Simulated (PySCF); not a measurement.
Ga(Me)(Et)(Vi), SMILES C=[CH][Ga]([CH3])[CH2]C (C5H11Ga) at its GFN2-xTB optimised geometry (Å):

```
17

Ga    -0.8794     0.0500     0.0000
C     -1.8735    -1.7432     0.0348
H     -1.2624    -2.5307     0.4855
H     -2.1348    -2.0678    -0.9770
H     -2.8052    -1.6673     0.6031
C     -1.8654     1.8658     0.0000
C     -1.7555     2.5662     1.3618
H     -2.9251     1.7070    -0.2406
H     -1.4668     2.5307    -0.7768
H     -0.7100     2.7256     1.6314
H     -2.2130     1.9589     2.1450
H     -2.2560     3.5360     1.3475
C      1.1578     0.0500     0.0000
C      1.8420     1.1833    -0.1127
H      1.7178    -0.8828     0.0845
H      2.9251     1.2292    -0.1227
H      1.3358     2.1375    -0.2026
```

Method: PySCF with PBE0/def2-SVP. Cells within 0.4 Å of a nucleus heavier than hydrogen are left out (blank, or x).

Map of the electrostatic potential (hartree/e), clipped to [-0.08, 0.12] on the plane z = 1.0 Å:

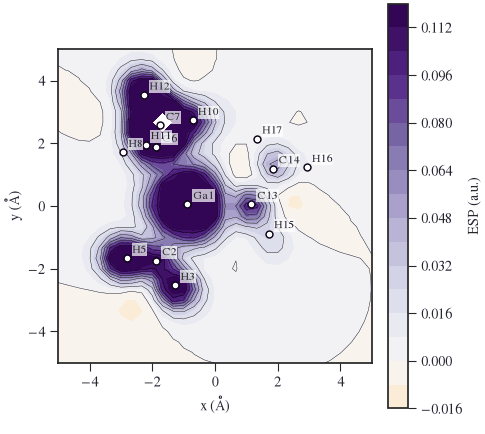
Electrostatic potential (hartree/e), clipped to [-0.08, 0.12] on the plane z = 1.0 Å.
